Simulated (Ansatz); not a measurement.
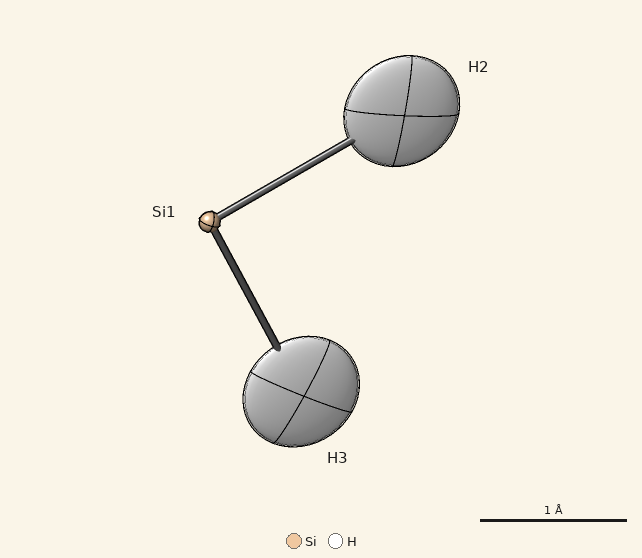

Displacement ellipsoids at the 50 % level, enlarged 3 times, from the internal vibrations of the free molecule (harmonic, no overall translation or rotation; no half-axis is drawn under 0.075 Å). Vibrations computed with RKS PBE0-D4/def2-TZVP (Ansatz 0.2.0). Temperature: 0 K (zero-point motion alone).

**Which atom has the largest mean-square displacement?**

H2, H3, with U_eq = 0.0053 Å².

List U_eq and the three principal root-mean-square amplitudes for each kind of atom.

```tsv
atom	U_eq (Å²)	rms amplitudes (Å)
Si1	0.00001	0.000, 0.003, 0.005
H2, H3	0.0053	0.000, 0.088, 0.090
```
